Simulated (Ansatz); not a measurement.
**HF (hydrogen fluoride) at 6 levels**

Wanted: a comparison of 6 runs (UHF/3-21G, UPBE0/3-21G, r2SCAN0/cc-pVDZ, revPBE/cc-pVDZ, wB97X/cc-pVDZ, MP2/3-21G) of HF (hydrogen fluoride). 

Program for the calculation: Ansatz 0.2.0.

57 further runs of the same task are left out: 1 that didn't finish, 56 set aside as unsound or not needed.

**1. Starting point**

The species is HF (2 atoms), meant as a singlet with charge 0. As SMILES, `F`. The H2–F1 distance was set to 1.840 Å, away from the relaxed value.

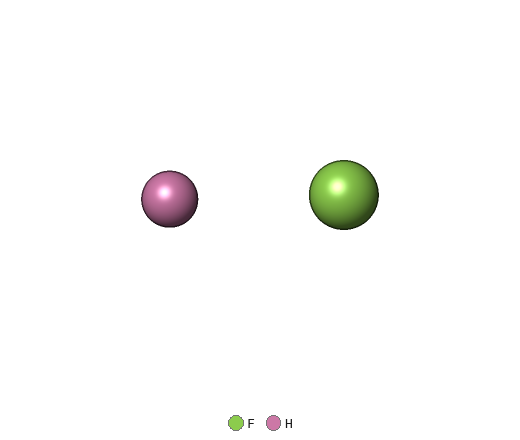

The structure, seen from a chosen angle (fluorine green, hydrogen pink).

**2. The energy at UHF/3-21G (run 1)**

in.yaml reads:

```yaml
crystal:
  periodic: [false, false, false]
  atoms:
    - {symbol: F, position_ang: [-1.169981, 0.433793, -0.589190]}
    - {symbol: H, position_ang: [0.390000, -0.144600, 0.196400]}
basis:
  gaussian:
    orbitals: 3-21G.json
magnetization:
  spin_polarized: true
hamiltonian:
  xc: hf
accuracy: high
```

The basis set 3-21G is read from a file made from the Basis Set Exchange's data (not shown).

Started as:

```bash
$ ansatz run in.yaml --threads 1 --pin off --max-ram 2610MiB --events-out events.jsonl --progress --plain --runs-dir runs
```

Log:

```text
Warning: RAYON_NUM_THREADS=1 ignored (pool sized by the plan → 1); use --threads N
Functional definition: HF
  name "HF"
  exchange = exact_x
  correlation = 0
147 factors; integrals over basis functions are off by at most 3.5e-9 eV
mean field evaluation 1: about -2696.5041 eV, gradient 2.5e1 eV
mean field evaluation 2: about -2696.5040 eV, gradient 2.5e1 eV
mean field evaluation 4: about -2700.6338 eV, gradient 5.6e0 eV
mean field evaluation 8: about -2700.7243 eV, gradient 5.2e-2 eV
mean field evaluation 16: about -2701.3739 eV, gradient 4.1e0 eV
mean field evaluation 32: about -2703.3669 eV, gradient 4.1e-2 eV
mean field evaluation 64: about -2702.8463 eV, gradient 2.2e-1 eV
mean field evaluation 96: about -2700.7243 eV, gradient 3.2e-8 eV
mean field -2703.36686093 eV, -99.3468997312 hartree, gradient 7.7e-8 eV, S^2 0.883551; 5 other end points of the search recorded, 0 dependent functions left out
reference -2703.36686093 eV, -99.3468997312 hartree; 5, 5 occupied and 6, 6 virtual orbitals, 147 factors
Total energy: -2703.36686093 eV, -99.3468997312 hartree
```

Run time: 0.08 s. Hardware: 1 thread of Arm Neoverse V2, shared host.

**3. A single-point energy at UPBE0/3-21G (run 2)**

input.yaml reads:

```yaml
crystal:
  periodic: [false, false, false]
  atoms:
    - symbol: F
      position_ang: [-1.169981, 0.433793, -0.589190]
    - symbol: H
      position_ang: [0.390000, -0.144600, 0.196400]
basis:
  gaussian: {orbitals: 3-21G.json}
magnetization: {spin_polarized: true, initial_magnetization: 0}
hamiltonian: {xc: {name: PBE0}}
accuracy: high
```

The basis set 3-21G is read from a file made from the Basis Set Exchange's data (not shown).

Started as:

```bash
$ ansatz run input.yaml --threads 1 --pin off --max-ram 2610MiB --events-out events.jsonl --progress --plain --runs-dir runs
```

Log:

```text
Warning: RAYON_NUM_THREADS=1 ignored (pool sized by the plan → 1); use --threads N
Functional definition: PBE0
  name "PBE0"
  parameter a = 0.25
  parameter kappa = 0.804
  parameter beta = 0.06672455060314922
  exchange = (1 - a)*pbe_x(kappa = kappa, mu = beta*pi^2/3) + a*exact_x
  correlation = pbe_c(beta = beta)
147 factors; integrals over basis functions are off by at most 3.5e-9 eV
mean field evaluation 1: about -2705.3248 eV, gradient 3.0e1 eV
mean field evaluation 2: about -2688.7840 eV, gradient 6.4e1 eV
mean field evaluation 4: about -2710.1653 eV, gradient 6.7e0 eV
mean field evaluation 8: about -2710.3828 eV, gradient 2.1e-1 eV
mean field evaluation 16: about -2710.3830 eV, gradient 2.2e-7 eV
mean field evaluation 32: about -2710.8331 eV, gradient 1.3e-6 eV
mean field evaluation 64: about -2710.8331 eV, gradient 4.5e-8 eV
mean field -2710.83306307 eV, -99.6212775992 hartree, gradient 9.5e-9 eV, S^2 0.586132; 4 other end points of the search recorded, 0 dependent functions left out
reference -2710.83306383 eV, -99.6212776270 hartree; 5, 5 occupied and 6, 6 virtual orbitals, 147 factors
Total energy: -2710.83306383 eV, -99.6212776270 hartree
```

Run time: 0.92 s. Hardware: 1 thread of Arm Neoverse V2, shared host.

Runs 3 to 5 aren't shown in full; the table further down has their settings and results.

**4. A single-point energy at MP2/3-21G (run 6)**

input.yaml reads:

```yaml
basis:
  gaussian: {orbitals: 3-21G.json}
crystal:
  periodic: [false, false, false]
  atoms:
    - {symbol: F, position_ang: [-1.169981, 0.433793, -0.589190]}
    - {symbol: H, position_ang: [0.390000, -0.144600, 0.196400]}
correlation: {method: mp2, frozen_orbitals: {F: 1, H: 0}}
accuracy: high
```

The basis set 3-21G is read from a file made from the Basis Set Exchange's data (not shown).

Started as:

```bash
$ ansatz run input.yaml --threads 1 --pin off --max-ram 2610MiB --events-out events.jsonl --progress --plain --runs-dir runs
```

Log, cut to the lines that bear on the results:

```text
Warning: RAYON_NUM_THREADS=1 ignored (pool sized by the plan → 1); use --threads N
Functional definition: HF
  name "HF"
[...]
147 factors; integrals over basis functions are off by at most 3.5e-9 eV
[...]
mean field -2700.72428645 eV, -99.2497869104 hartree, gradient 2.0e-8 eV, S^2 0.000000; 1 other end points of the search recorded, 0 dependent functions left out; unrestricted orbitals would lower it
[...]
unrestricted determinant -2703.36686093 eV, -99.3468997312 hartree, S^2 0.8836
1 core orbitals not correlated: weight in the atoms' cores, before any rotation towards them, 1.000 or more for the frozen orbitals, at most 0.000 for the correlated occupied ones
reference -2700.72428645 eV, -99.2497869104 hartree; 4, 4 occupied and 6, 6 virtual orbitals, 147 factors
second order -4.69351475 eV of doubles, -0.00000000 eV of singles
Total energy: -2705.41780120 eV, -99.4222703959 hartree
```

Wall time 0.06 s (1 thread of Arm Neoverse V2, shared host).

**5. Overview of the runs**

| run | level | frozen core orbitals | energy (Eh) | wall time |
| --- | --- | --- | --- | --- |
| 1 | UHF/3-21G | – | -99.346900 | 0.08 s |
| 2 | UPBE0/3-21G | – | -99.621278 | 0.92 s |
| 3 | r2SCAN0/cc-pVDZ | – | -100.189085 | 0.68 s |
| 4 | revPBE/cc-pVDZ | – | -100.237966 | 0.28 s |
| 5 | wB97X/cc-pVDZ | – | -100.223554 | 0.98 s |
| 6 | MP2/3-21G | 1 | -99.422270 | 0.06 s |

**6. Summary of results**

| quantity | value |
| --- | --- |
| run 6: total energy | -99.42227 Eh |
| run 6: correlation energy (1 core orbital frozen) | -172.5 mEh |

Totals of different functionals can't be ranked against each other. In run 6 the log says that unrestricted orbitals would lower the reference, so the values rest on an unstable closed-shell determinant (other closed-shell runs at this shape may share the fault). In runs 3, 4, 5, 6 a closed-shell determinant meets a far-stretched bond, which it describes badly. Spin contamination of the reference: run 1 ⟨S²⟩ = 0.88, run 2 ⟨S²⟩ = 0.59. Where it is this large, the reference is a mixture of spin states, and values that rest on it are in doubt. All runs together took 3 s, the longest 0.98 s.
